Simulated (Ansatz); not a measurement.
# How fast states decay through NaMg2AgF6

Wanted: the relaxed cell of NaMg2AgF6, its band edges and its decay constants. It is built by putting Na for part of the Ag in the MgAgF3 structure of space group R-3c, with the volume rescaled by atomic radii. The parent structure comes from the Materials Project.

Main program and level: Ansatz 0.2.0; PBE DFT, plane waves, PAW files, in the first sound run; inputs show where later runs differ.

The structure was built from a prototype and need not be the compound's stable phase.

### Step 1. Starting point

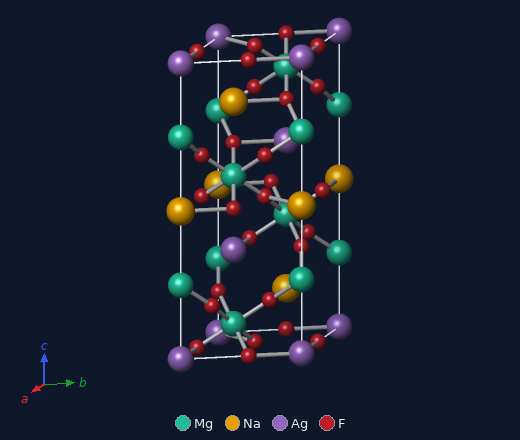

The starting structure, seen slightly off an axis (magnesium teal, sodium orange, silver purple, fluorine red). This picture shows the conventional cell, with its axes. Some periodic images of atoms are drawn too.

As a file:

```cif
data_structure
_symmetry_space_group_name_H-M 'P 1'
_symmetry_Int_Tables_number 1
_cell_length_a 5.6170
_cell_length_b 5.6170
_cell_length_c 5.6170
_cell_angle_alpha 59.869
_cell_angle_beta 59.869
_cell_angle_gamma 59.869
_cell_volume 124.94
loop_
_atom_site_label
_atom_site_type_symbol
_atom_site_fract_x
_atom_site_fract_y
_atom_site_fract_z
_atom_site_occupancy
Mg1 Mg 0.00000 0.00000 0.00000 1
Mg2 Mg 0.50000 0.50000 0.50000 1
Na3 Na 0.25000 0.25000 0.25000 1
Ag4 Ag 0.75000 0.75000 0.75000 1
F5 F 0.81158 0.25000 0.68842 1
F6 F 0.68842 0.81158 0.25000 1
F7 F 0.25000 0.68842 0.81158 1
F8 F 0.31158 0.18842 0.75000 1
F9 F 0.18842 0.75000 0.31158 1
F10 F 0.75000 0.31158 0.18842 1
```

### Step 2. Relaxing the new crystal

The substituted atoms don't fit the parent's cell, so cell and atoms relax together. A small smearing keeps the run stable in case the gap closes on the way.

input.yaml reads:

```yaml
crystal:
  lattice:
    - [2.8029524584, 1.6182853564, 4.5908030034]
    - [-2.8029524584, 1.6182853564, 4.5908030034]
    - [0.0, -3.2365707128, 4.5908030034]
  atoms:
    - { symbol: Mg, position: [0.0, 0.0, 0.0] }
    - { symbol: Mg, position: [0.5, 0.5, 0.5] }
    - { symbol: Na, position: [0.25, 0.25, 0.25] }
    - { symbol: Ag, position: [0.75, 0.75, 0.75] }
    - { symbol: F, position: [0.8115764, 0.25, 0.6884236] }
    - { symbol: F, position: [0.6884236, 0.8115764, 0.25] }
    - { symbol: F, position: [0.25, 0.6884236, 0.8115764] }
    - { symbol: F, position: [0.3115764, 0.1884236, 0.75] }
    - { symbol: F, position: [0.1884236, 0.75, 0.3115764] }
    - { symbol: F, position: [0.75, 0.3115764, 0.1884236] }
kpoints:
  mp_grid: { grid: [6, 6, 6] }
scf:
  occupations: { method: gaussian, width: 0.03 }
hamiltonian:
  xc: pbe
output:
  forces: true
  stress: true
relax:
  f_tol: 0.02
  max_steps: 60
  cell: {}
```

On the command line:

```sh
ansatz run input.yaml --threads 2 --pin off --max-ram 4096MiB --backend cpu --events-out ev --progress --plain --runs-dir out
```

Numbers of over 12 decimals in the logs are rounded to 6 here.

The log of the run:

```text
Engine: ansatz 0.2.0, x86_64-unknown-linux-gnu
Pseudopotentials: kind: paw
Pseudopotential: Mg, paw, valence charge 10, recommended cutoff 420 eV (normal), Mg.paw.azcp
Pseudopotential: Na, paw, valence charge 9, recommended cutoff 420 eV (normal), Na.paw.azcp
Pseudopotential: Ag, paw, valence charge 19, recommended cutoff 420 eV (normal), Ag.paw.azcp
Pseudopotential: F, paw, valence charge 7, recommended cutoff 420 eV (normal), F.paw.azcp
Functional definition: PBE
  parameter kappa = 0.804
  parameter beta = 0.066725
  exchange = pbe_x(kappa = kappa, mu = beta*pi^2/3)
  correlation = pbe_c(beta = beta)
Crystal: 10 atoms, lattice volume = 124.943 Å³
Basis set: ecut = 420 eV, 2427 PW (Γ), exchange–correlation on 80×80×80 points (8 copies of the dense FFT grid, shifted against one another)
Bands: 55, of which v1, the nominal top of the filled ones, is band 45 counted from 1 (44 counted from 0)
Symmetry: 6 space group operations
Space group: R32 (ITA 155), of the structure as read, at distance tolerance 5.0e-5 Å
k-points: 32 of 216 (time reversal used)
Non-local potential: Mg, projectors of the file, l = 0: 3, l = 1: 2, l = 2: 1
Non-local potential: Na, projectors of the file, l = 0: 3, l = 1: 2, l = 2: 1
Non-local potential: Ag, projectors of the file, l = 0: 3, l = 1: 2, l = 2: 2, l = 3: 1
Non-local potential: F, projectors of the file, l = 0: 2, l = 1: 2, l = 2: 1
PAW form: soft (Blöchl's): semilocal exchange-correlation on the pseudo side does not see the compensation charge
PAW one-centre angular grid: Mg, 110 points (default); XC on 64 Gauss nodes
PAW one-centre angular grid: Na, 110 points (default); XC on 64 Gauss nodes
PAW one-centre angular grid: Ag, 590 points (default); XC on 64 Gauss nodes
PAW one-centre angular grid: F, 110 points (default); XC on 64 Gauss nodes
Initial density: superposition of atomic densities (neutral atoms: chi_scale 0, normalization atom), corrected by the library's trained network
Initial wavefunctions: pseudopotential atomic-orbital guess
Functional: x = pbe(κ = 0.804, μ = 0.219515), c = pbe(β = 0.066725)
SCF iter   1: F=—  HF=-17786.603869 eV  |F-HF|=—  |Δ(HF+E_count)|=         —  Δρ=1.24e-3  dr2=1.29e-3  ethr=1.77e-3  ⟨swp⟩=6.0  Hψ=6493  notcnv=0  defer=7
preconditioner: auto → Resta (q_TF=auto, 2.583 Å⁻¹)  ε∞=3.3  [insulator: Δε(μ)=2.888 eV  Ē_g=17.713 eV  σ=0.030 eV  W_gap=1.00  n_scr=26 (ndim 8)  ℏωp=26.6 eV  f_vac=0.093  D(μ)=0.00/eV (n_scr^D=0)  ε∞_Penn≈3.3]
SCF iter   2: F=—  HF=-17786.603511 eV  |F-HF|=—  |Δ(HF+E_count)|=   3.58e-4  Δρ=5.01e-4  dr2=1.85e-4  ethr=1.44e-6  ⟨swp⟩=3.1  Hψ=3729  notcnv=0  defer=105
SCF iter   3: F=—  HF=-17786.603775 eV  |F-HF|=—  |Δ(HF+E_count)|=   2.64e-4  Δρ=2.08e-4  dr2=4.61e-5  ethr=2.06e-7  ⟨swp⟩=2.9  Hψ=2839  notcnv=0  defer=105
SCF iter   4: F=—  HF=-17786.603830 eV  |F-HF|=—  |Δ(HF+E_count)|=   5.47e-5  Δρ=1.04e-4  dr2=8.74e-6  ethr=5.13e-8  ⟨swp⟩=2.0  Hψ=2436  notcnv=0  defer=105
SCF iter   5: F=—  HF=-17786.603829 eV  |F-HF|=—  |Δ(HF+E_count)|=   1.05e-6  Δρ=2.61e-5  dr2=5.90e-7  ethr=9.71e-9  ⟨swp⟩=2.0  Hψ=2532  notcnv=0  defer=105
SCF iter   6: F=-17786.603830 eV  HF=-17786.603830 eV  |F-HF|=1.08e-8  |Δ(HF+E_count)|=   8.33e-7  Δρ=7.02e-6  dr2=4.18e-8  ethr=1.11e-10  ⟨swp⟩=4.0  Hψ=5792  notcnv=0
SCF 1 converged in 6 iterations: F = -17786.603830 eV  dr2 = 4.18e-8
  greatest PAW one-centre occupation: 1.000 electrons in one spin orbital (limit 2), on the Mg atom at site 1 (counted from 0), in its partial waves of l = 0
relax step   1: F+E_penalty+E_count = -17786.60382970 eV  Δ(F+E_penalty+E_count) = +0.000e0 eV  max|allowed force component| = 1.653e-1 eV/Å  Δτ_max = 0.0000 Å  P = -0.731 GPa  Ω = 124.943 Å³  (6 SCF iters, dr2 threshold 1.00e-7 eV, accepted)
Crystal: 10 atoms, lattice volume = 124.232 Å³
Basis set: ecut = 420 eV, 2421 PW (Γ), exchange–correlation on 80×80×80 points (8 copies of the dense FFT grid, shifted against one another)
Initial density: handed on by an earlier stage of this run
Initial wavefunctions: those handed on with the density
iter 1 solved again at ethr=2.98e-6 eV; its pass at ethr=3.10e-3 eV (dr2=2.68e-3 eV) is discarded
SCF iter   1: F=—  HF=-17786.621564 eV  |F-HF|=—  |Δ(HF+E_count)|=         —  Δρ=2.39e-3  dr2=2.83e-3  ethr=2.98e-6  ⟨swp⟩=2.8  Hψ=6590  notcnv=0
preconditioner: auto → Resta (q_TF=auto, 2.586 Å⁻¹)  ε∞=3.3  [insulator: Δε(μ)=2.909 eV  Ē_g=17.758 eV  σ=0.030 eV  W_gap=1.00  n_scr=26 (ndim 8)  ℏωp=26.7 eV  f_vac=0.089  D(μ)=0.00/eV (n_scr^D=0)  ε∞_Penn≈3.3]
SCF iter   2: F=—  HF=-17786.620940 eV  |F-HF|=—  |Δ(HF+E_count)|=   6.25e-4  Δρ=1.15e-3  dr2=5.96e-4  ethr=2.98e-6  ⟨swp⟩=2.6  Hψ=2656  notcnv=0
SCF iter   3: F=—  HF=-17786.620893 eV  |F-HF|=—  |Δ(HF+E_count)|=   4.70e-5  Δρ=2.73e-4  dr2=5.46e-5  ethr=6.63e-7  ⟨swp⟩=2.0  Hψ=2405  notcnv=0
SCF iter   4: F=—  HF=-17786.620888 eV  |F-HF|=—  |Δ(HF+E_count)|=   4.52e-6  Δρ=8.69e-5  dr2=6.53e-6  ethr=6.07e-8  ⟨swp⟩=2.1  Hψ=2682  notcnv=0
SCF iter   5: F=-17786.620889 eV  HF=-17786.620889 eV  |F-HF|=2.18e-7  |Δ(HF+E_count)|=   1.34e-6  Δρ=2.70e-5  dr2=7.04e-7  ethr=1.11e-9  ⟨swp⟩=4.0  Hψ=5825  notcnv=0
SCF 2 converged in 5 iterations: F = -17786.620889 eV  dr2 = 7.04e-7
relax step   2: F+E_penalty+E_count = -17786.62088918 eV  Δ(F+E_penalty+E_count) = -1.706e-2 eV  max|allowed force component| = 1.307e-1 eV/Å  Δτ_max = 0.0247 Å  P = -0.374 GPa  Ω = 124.232 Å³  energy of the carried Pulay correction = +2.452e-3 eV  (5 SCF iters, dr2 threshold 1.00e-6 eV, accepted)
Crystal: 10 atoms, lattice volume = 122.734 Å³
iter 1 solved again at ethr=2.83e-5 eV; its pass at ethr=3.10e-3 eV (dr2=2.55e-2 eV) is discarded
SCF iter   1: F=—  HF=-17786.648389 eV  |F-HF|=—  |Δ(HF+E_count)|=         —  Δρ=7.51e-3  dr2=2.56e-2  ethr=2.83e-5  ⟨swp⟩=2.5  Hψ=6911  notcnv=0
preconditioner: auto → Resta (q_TF=auto, 2.591 Å⁻¹)  ε∞=3.3  [insulator: Δε(μ)=2.933 eV  Ē_g=17.829 eV  σ=0.030 eV  W_gap=1.00  n_scr=26 (ndim 8)  ℏωp=26.8 eV  f_vac=0.084  D(μ)=0.00/eV (n_scr^D=0)  ε∞_Penn≈3.3]
SCF iter   2: F=—  HF=-17786.643055 eV  |F-HF|=—  |Δ(HF+E_count)|=   5.33e-3  Δρ=3.53e-3  dr2=5.21e-3  ethr=2.83e-5  ⟨swp⟩=2.2  Hψ=2724  notcnv=0
SCF iter   3: F=—  HF=-17786.642788 eV  |F-HF|=—  |Δ(HF+E_count)|=   2.67e-4  Δρ=9.16e-4  dr2=5.20e-4  ethr=5.79e-6  ⟨swp⟩=2.1  Hψ=2905  notcnv=0
SCF iter   4: F=—  HF=-17786.642752 eV  |F-HF|=—  |Δ(HF+E_count)|=   3.59e-5  Δρ=2.74e-4  dr2=6.35e-5  ethr=5.78e-7  ⟨swp⟩=2.0  Hψ=2744  notcnv=0
SCF iter   5: F=—  HF=-17786.642765 eV  |F-HF|=—  |Δ(HF+E_count)|=   1.37e-5  Δρ=7.29e-5  dr2=5.24e-6  ethr=7.06e-8  ⟨swp⟩=2.0  Hψ=2614  notcnv=0
SCF iter   6: F=-17786.642765 eV  HF=-17786.642765 eV  |F-HF|=5.21e-7  |Δ(HF+E_count)|=   9.94e-8  Δρ=3.11e-5  dr2=8.84e-7  ethr=1.11e-9  ⟨swp⟩=4.0  Hψ=5792  notcnv=0
SCF 3 converged in 6 iterations: F = -17786.642765 eV  dr2 = 8.84e-7
relax step   3: F+E_penalty+E_count = -17786.64276479 eV  Δ(F+E_penalty+E_count) = -2.188e-2 eV  max|allowed force component| = 3.281e-2 eV/Å  Δτ_max = 0.0802 Å  P = +0.350 GPa  Ω = 122.734 Å³  energy of the carried Pulay correction = +7.666e-3 eV  (6 SCF iters, dr2 threshold 1.00e-6 eV, accepted)
[...]
relax step   4: F+E_penalty+E_count = -17786.64251739 eV  Δ(F+E_penalty+E_count) = +2.474e-4 eV  max|allowed force component| = 1.263e-2 eV/Å  Δτ_max = 0.0092 Å  P = +0.136 GPa  Ω = 123.090 Å³  energy of the carried Pulay correction = +6.423e-3 eV  (5 SCF iters, dr2 threshold 3.53e-7 eV, accepted)
[...]
relax step   5: F+E_penalty+E_count = -17786.64219645 eV  Δ(F+E_penalty+E_count) = +3.209e-4 eV  max|allowed force component| = 3.253e-3 eV/Å  Δτ_max = 0.0038 Å  P = +0.031 GPa  Ω = 123.242 Å³  energy of the carried Pulay correction = +5.892e-3 eV  (5 SCF iters, dr2 threshold 6.34e-8 eV, accepted)
[...]
relax step   6: F+E_penalty+E_count = -17786.63665875 eV  Δ(F+E_penalty+E_count) = +5.538e-3 eV  max|allowed force component| = 3.241e-3 eV/Å  Δτ_max = 0.0000 Å  P = -0.065 GPa  Ω = 123.242 Å³  stress off target by 7.82e-2 GPa  SCF on the basis re-selected at this cell (its energy is not comparable with the rows above)  (6 SCF iters)
[...]
relax step   7: F+E_penalty+E_count = -17786.63706513 eV  Δ(F+E_penalty+E_count) = -4.064e-4 eV  max|allowed force component| = 3.724e-4 eV/Å  Δτ_max = 0.0020 Å  P = +0.000 GPa  Ω = 123.137 Å³  energy of the carried Pulay correction = +3.646e-4 eV  (5 SCF iters, dr2 threshold 1.53e-8 eV, accepted)
iter 1 solved again at ethr=1.31e-7 eV; its pass at ethr=3.10e-3 eV (dr2=1.18e-4 eV) is discarded
SCF iter   1: F=—  HF=-17786.636701 eV  |F-HF|=—  |Δ(HF+E_count)|=         —  Δρ=1.14e-5  dr2=3.64e-8  ethr=1.31e-7  ⟨swp⟩=3.9  Hψ=11008  notcnv=0
eigensolver tolerance schedule: the retry pair's looser diagonalisation over-reported the residual by 3243.99 of it (diagonalisation noise at 0.16 of the residual, at the tolerance the schedule requests for it); recorded, not acted on — ethr = c·dr2/N_el stays at c = 1.0e-1
preconditioner: auto → Resta (q_TF=auto, 2.589 Å⁻¹)  ε∞=3.3  [insulator: Δε(μ)=2.903 eV  Ē_g=17.814 eV  σ=0.030 eV  W_gap=1.00  n_scr=26 (ndim 8)  ℏωp=26.8 eV  f_vac=0.087  D(μ)=0.00/eV (n_scr^D=0)  ε∞_Penn≈3.3]
SCF iter   2: F=—  HF=-17786.636690 eV  |F-HF|=—  |Δ(HF+E_count)|=   1.05e-5  Δρ=4.63e-6  dr2=8.30e-9  ethr=4.05e-11  ⟨swp⟩=3.3  Hψ=3871  notcnv=0
SCF iter   3: F=—  HF=-17786.636690 eV  |F-HF|=—  |Δ(HF+E_count)|=   4.80e-9  Δρ=2.33e-6  dr2=2.13e-9  ethr=9.22e-12  ⟨swp⟩=1.0  Hψ=1761  notcnv=0
SCF iter   4: F=-17786.636690 eV  HF=-17786.636690 eV  |F-HF|=0.00e0  |Δ(HF+E_count)|=   1.94e-9  Δρ=3.09e-7  dr2=8.98e-11  ethr=1.00e-12  ⟨swp⟩=3.0  Hψ=6930  notcnv=0
SCF 8 converged in 4 iterations: F = -17786.636690 eV  dr2 = 8.98e-11
relax step   8: F+E_penalty+E_count = -17786.63669038 eV  Δ(F+E_penalty+E_count) = +3.747e-4 eV  max|allowed force component| = 3.836e-4 eV/Å  Δτ_max = 0.0000 Å  P = -0.003 GPa  Ω = 123.137 Å³  stress off target by 3.47e-3 GPa  SCF on the basis re-selected at this cell (its energy is not comparable with the rows above)  (4 SCF iters)
basis re-selected at this cell: Δ(F+E_penalty+E_count) = +3.747e-4 eV, ΔP = -0.003 GPa vs the last step (what re-selecting the basis moved, of the pressure what is left beyond the Pulay correction that the steps carried, after the strain that the cell walked since its last selection, with what the two solves' SCF thresholds leave and, on support functions, any second-order correction that the steps lacked; it is no m [...]
SCF converged after 4 iterations
Free energy (F): -17786.636690 eV
Harris-Foulkes:  -17786.636690 eV  (|F-HF|=0.00e0)
Internal energy: -17786.636690 eV  (E = F + TS)
E sigma→0 (E₀):  -17786.636690 eV
Fermi energy:    6.187445 eV
--- Per-component energies (eV) ---
  E_band       = -1424.374604
  E_kinetic    = 2048.112405
  E_local      = -10258.455006  (includes V_loc(G=0)·N_el)
  E_nonlocal   = 830.726384
  E_hartree    = 3920.774874
  E_xc         = -762.374134
  E_vxc        = -975.385196  (∫ρ·V_xc dr)
  E_paw        = -5958.200809  (= ΣΔE_a)
  E_vpaw       = -910.935806  (= ΣTr[D̂ρ^β])
  E_aug_tail   = 0.012785  (compensation charges beyond the density's cutoff)
  E_ewald      = -7607.233188
  E_smearing   = -0.000000  (= −TS)
  E_closure    = -0.000000  (closes the sum)
  Σ components = -17786.636690   (vs F -17786.636690, Δ=0.00e0)
--- Forces (eV/Å), atoms counted from 1 ---
  atom   1  Mg    -0.00000000    -0.00000000     0.00006429
  atom   2  Mg    -0.00000000     0.00000000    -0.00006429
  atom   3  Na    -0.00000000     0.00000000    -0.00000000
  atom   4  Ag    -0.00000000     0.00000000    -0.00000000
  atom   5  F      0.00019180     0.00033221    -0.00000000
  atom   6  F     -0.00038361    -0.00000000     0.00000000
  atom   7  F      0.00019180    -0.00033221     0.00000000
  atom   8  F     -0.00030988     0.00000000    -0.00000000
  atom   9  F      0.00015494     0.00026837     0.00000000
  atom  10  F      0.00015494    -0.00026837     0.00000000
  max |Σ_I F_I| component: 2.80e-17 eV/Å
--- Stress (GPa, compression-positive) ---
       -0.003470       0.000000      -0.000000
        0.000000      -0.003470       0.000000
       -0.000000       0.000000      -0.003020
  P = ⅓ Tr σ = -0.0033 GPa (-0.033 kbar)
--- Relaxed structure (6 steps of the walk, 6 accepted, 2 SCFs on fresh bases) ---
  F+E_penalty+E_count = -17786.63669038 eV   max|allowed force component| = 3.836e-4 eV/Å   (the final SCF, on the basis selected at the relaxed cell)
  cell:  # Å, volume = 123.1371 Å³
    - [2.786148, 1.608583, 4.579203]
    - [-2.786148, 1.608583, 4.579203]
    - [0, -3.217166, 4.579203]
  atoms:
    - { symbol: Mg, position: [-0.00117675, -0.00117675, -0.00117675] }
    - { symbol: Mg, position: [0.501177, 0.501177, 0.501177] }
    - { symbol: Na, position: [0.25, 0.25, 0.25] }
    - { symbol: Ag, position: [0.750000, 0.750000, 0.750000] }
    - { symbol: F, position: [0.829458, 0.250000, 0.670542] }
    - { symbol: F, position: [0.670542, 0.829458, 0.250000] }
    - { symbol: F, position: [0.250000, 0.670542, 0.829458] }
    - { symbol: F, position: [0.314774, 0.185226, 0.75] }
    - { symbol: F, position: [0.185226, 0.750000, 0.314774] }
    - { symbol: F, position: [0.75, 0.314774, 0.185226] }
```

Elapsed: 47 s, on 2 threads of Intel Xeon Platinum 8488C (Sapphire Rapids), shared host; peak memory 0.56 GiB; 91 s of CPU time.

Step by step:

```
step  energy less that of the first step (eV)  largest force component (eV/Å)  pressure (GPa)  volume (Å³)
   1                                   0.0000                          0.1653           -0.73       124.94
   2                                  -0.0171                          0.1307           -0.37       124.23
   3                                  -0.0389                          0.0328            0.35       122.73
   4                                  -0.0387                          0.0126            0.14       123.09
   5                                  -0.0384                          0.0033            0.03       123.24
  6*                                  -0.0328                          0.0032           -0.06       123.24
   7                                  -0.0332                          0.0004            0.00       123.14
  8*                                  -0.0329                          0.0004            0.00       123.14
```

Relaxation steps marked * repeat the geometry before them on a plane-wave basis chosen anew for their cell, so energy and pressure can jump there.

Forces are held to the 6 operations that the run works with; a distortion that breaks them can't arise in this run.

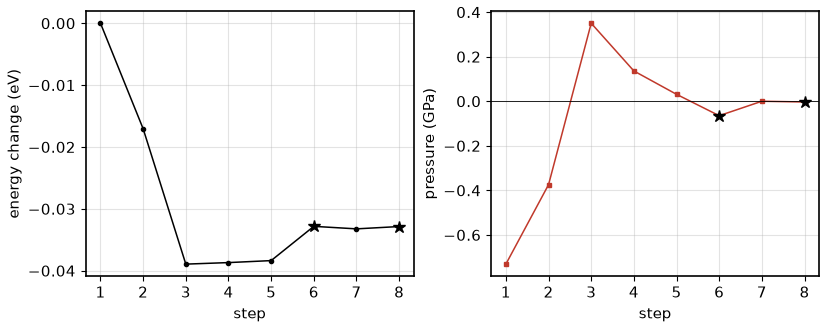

Energy and pressure along the relaxation. Stars mark steps on a basis chosen anew.

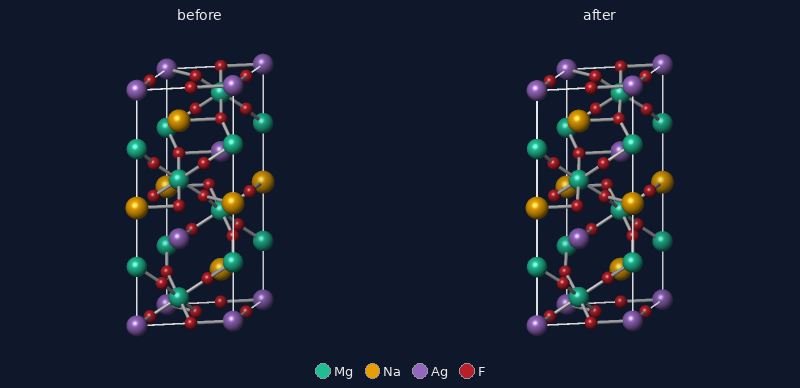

The structure before and after the relaxation, drawn at the same scale.

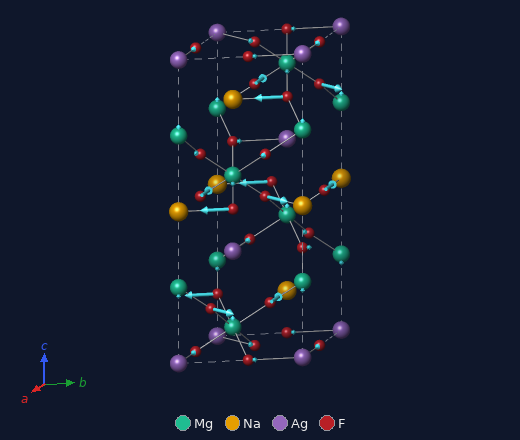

Displacements in the relaxation, exaggerated, measured against the changing cell; the longest in the cell stands for 0.10 Å. Some periodic images of atoms are drawn too.

```
conventional cell, symmetrised  before   after  change
                         a (Å)   5.606   5.572  -0.6 %
                         b (Å)   5.606   5.572  -0.6 %
                         c (Å)  13.772  13.738  -0.3 %
              volume (Å³/atom)   12.49   12.31  -1.4 %
```

The atoms that moved most (Å, as changes of fractional coordinates times the final cell):

```
atom      dx      dy      dz  length
  F7   0.050  -0.086   0.000   0.100
  F5   0.050   0.086   0.000   0.100
  F6  -0.100   0.000   0.000   0.100
  F8   0.018   0.000   0.000   0.018
 F10  -0.009   0.015   0.000   0.018
  F9  -0.009  -0.015   0.000   0.018
 Mg1   0.000   0.000  -0.016   0.016
 Mg2   0.000   0.000   0.016   0.016
```

This step gave:

```yaml
free_energy: -17786.6367 eV
fermi_energy: 6.187 eV
pressure: -0.003320 GPa
```

The largest force component on a free atom ends at 3.8e-4 eV/Å.

(Continued in part 2 of 3.)

[Logs are printed without paths, hosts, clocks, repeated set-up lines and the standing remarks that a program may print on its own settings, such as how far it seeks lower states.]

[Hosts, paths, dates, database ids (printed as entryN), source tags and the programs' standing remarks are cut or masked in the printed files.]
